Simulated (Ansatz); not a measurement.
System: AlH5N2O···HBr.

```xyz
11

Al   -0.0946   -0.1872    0.1617
N    -0.1889   -0.2363    2.0384
H    -1.0234   -0.5108    2.5621
H     0.6529   -0.4240    2.5894
O     1.5134   -0.0681   -0.4317
H     1.7262    0.1261   -1.3558
N    -1.5599   -0.4496   -0.8148
H    -2.4951   -0.5789   -0.4237
H    -1.6356   -0.2528   -1.8148
Br   -0.3294    3.2958    1.0787
H    -0.2699    2.0007    1.8684
```

Not at a stationary point (largest force 1.4 eV/Å).

Level of theory: RKS PBE/def2-SVP (Ansatz 0.2.0).

**What can the converged electron density and electron localisation function tell about the bonding?**

Al–O (1.72 Å): the density is about 0.81 e/Å³ at the midpoint; the ELF peaks at about 0.85 in the valence shell of O, 0.6 Å from its nucleus, and is about 0.35 at the midpoint.
Al–N (1.78 Å): the density is about 0.82 e/Å³ at the midpoint; the ELF peaks at about 0.90 in the valence shell of N, 0.7 Å from its nucleus, and is about 0.60 at the midpoint.
O–H (0.97 Å): ρ is about 3.6 e/Å³ halfway; the ELF climbs to about 1 towards the hydrogen, as it does in any bond to H; an ordinary covalent bond to hydrogen.
Al–N (1.88 Å): ρ is about 0.7 e/Å³ halfway; the ELF peaks at about 0.90 in the valence shell of N, 0.6 Å from its nucleus, and is about 0.70 at the midpoint.

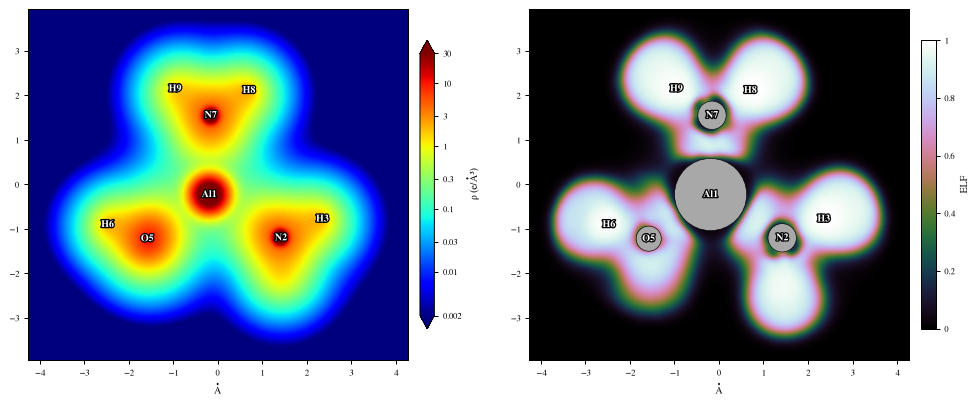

Computed electron density and electron localisation function on the plane of atoms N2, Al1 and N7, in this order. Grey discs cover the atomic cores in the ELF map. 
